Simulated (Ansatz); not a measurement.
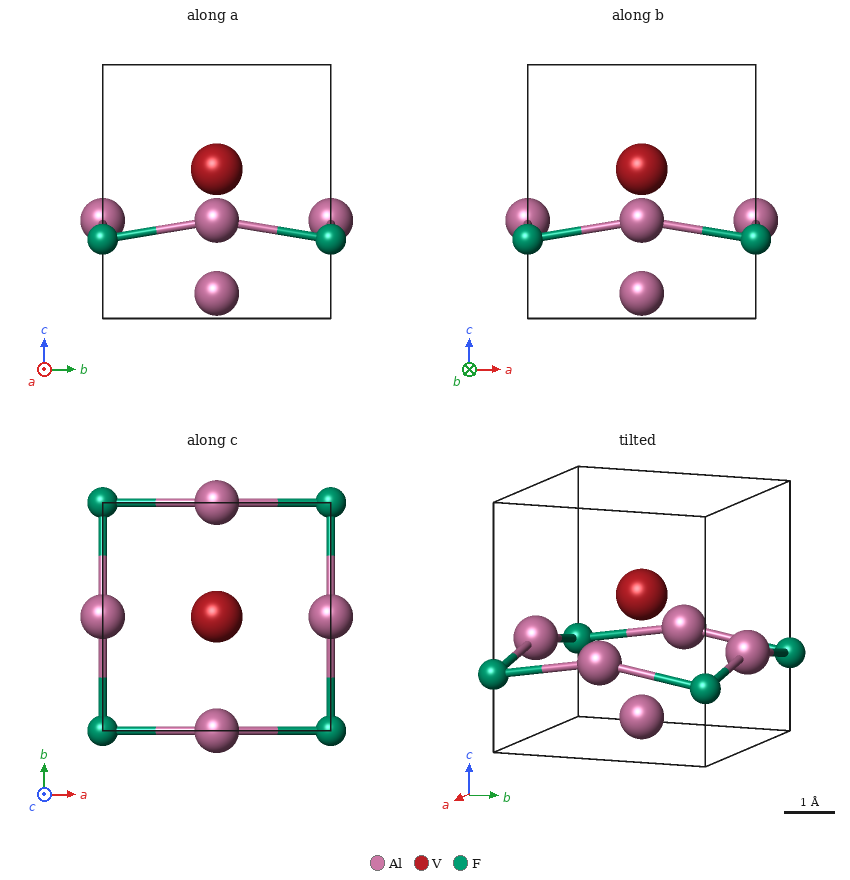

View along the a axis, along the b axis, along the c axis and slightly off an axis, drawn as a ball-and-stick model. Lines trace the edges of the conventional unit cell.

Lattice parameters: a = 4.6313 Å, b = 4.6313 Å, c = 5.1522 Å, α = 90.000°, β = 90.000°, γ = 90.000°.

Write the structure as a CIF with its space group and independent sites, with free fractional coordinates to two decimals.

Answer.
```cif
data_structure
_symmetry_space_group_name_H-M 'P 4 m m'
_symmetry_Int_Tables_number 99
_cell_length_a 4.6313
_cell_length_b 4.6313
_cell_length_c 5.1522
_cell_angle_alpha 90.000
_cell_angle_beta 90.000
_cell_angle_gamma 90.000
_cell_volume 110.51
loop_
_atom_site_label
_atom_site_type_symbol
_atom_site_symmetry_multiplicity
_atom_site_Wyckoff_symbol
_atom_site_fract_x
_atom_site_fract_y
_atom_site_fract_z
_atom_site_occupancy
Al1 Al 2 c 0.00 0.50 0.39 1
Al2 Al 1 b 0.50 0.50 0.10 1
V1 V 1 b 0.50 0.50 0.59 1
F1 F 1 a 0.00 0.00 0.31 1
```

The initial geometry was a structure type filled with these elements by a generator (whether the compound takes this form wasn't checked). What is shown is the relaxed result from Ansatz 0.2.0, DFT PBE, scalar-relativistic, plane waves, PAW.
